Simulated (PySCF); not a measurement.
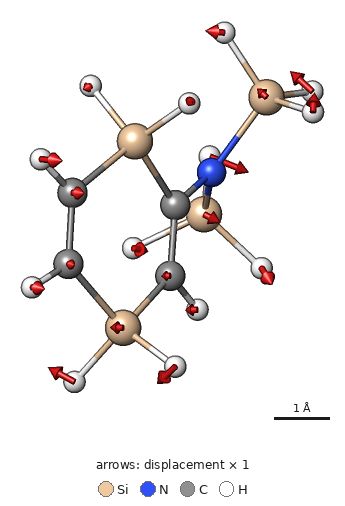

A relaxation of C$_{4}$H$_{13}$NSi$_{4}$. The starting structure is drawn; red arrows show the displacements, at their true length. The two geometries are superimposed by the best rigid fit.

The picture is a ball-and-stick view, seen from a free direction.

The start comes from GFN2-xTB. Its atoms were then displaced at random by about 0.01 Å.

These are results of PBE0-D3(BJ)/def2-SVP geometry optimisation, gas phase (PySCF), not measurements. 

Q: Describe the change and its energy.

A: The atom that moves furthest after the best rigid fit is an H atom (0.79 Å). By element the largest moves are H 0.79 Å, Si 0.36 Å, C 0.30 Å, N 0.01 Å. Near-neighbour distances that change, for instance: H–Si 1.439 → 1.493 Å, C–C 1.317 → 1.358 Å, C–H 1.061 → 1.101 Å, H–Si 1.461 → 1.497 Å. Bond angles that change, for instance: C–C–Si 124.2° → 119.7°, H–Si–H 112.4° → 108.5°, C–Si–H 113.0° → 109.4°. The energy falls by 0.334 eV in 10 geometry steps. Cost: 4.9 min on 1 thread of Arm Neoverse V2 (shared host).
